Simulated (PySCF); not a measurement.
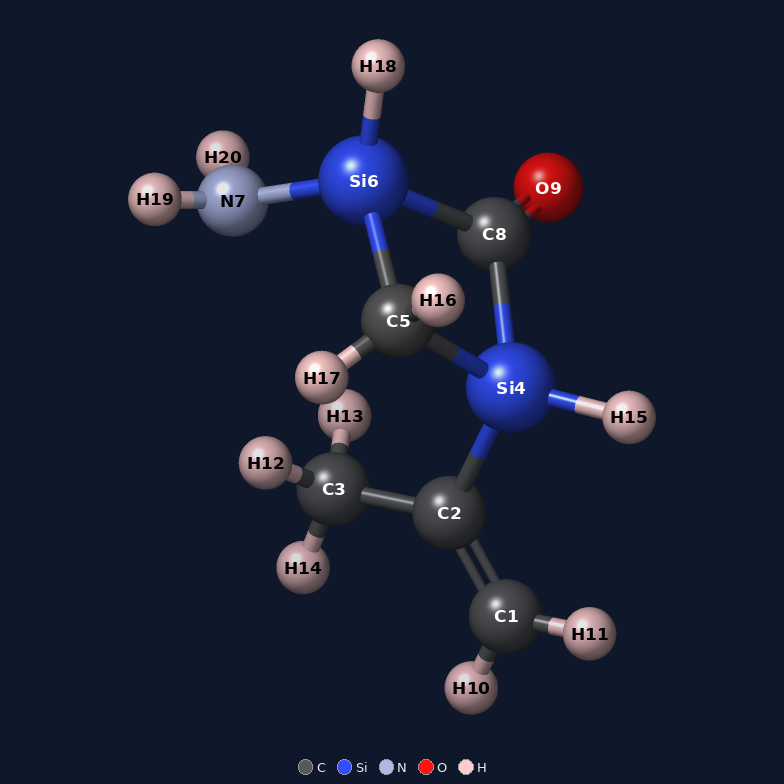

Computed geometry: GFN2-xTB optimisation. No frequency run is at hand to confirm it as a minimum. Electric field gradients from the ground-state density, PBE0/pcSseg-1 (PySCF 2.14.0), non-relativistic apart from any core potentials.

Give the largest field-gradient component, the quadrupole coupling constant and the asymmetry for 14N at N7 (Q = 20.44 mb), 17O at O9 (Q = −25.6 mb).

| atom | V_zz (a.u.) | e²qQ/h (MHz) | η |
| --- | --- | --- | --- |
| N7 | −0.918 | −4.41 | 0.31 |
| O9 | −2.113 | 12.71 | 0.72 |

The geometry is semi-empirical. Around Si such bond lengths and angles can be off by a tenth of an ångström or more and by several degrees, and values that hang on the shape move with them.
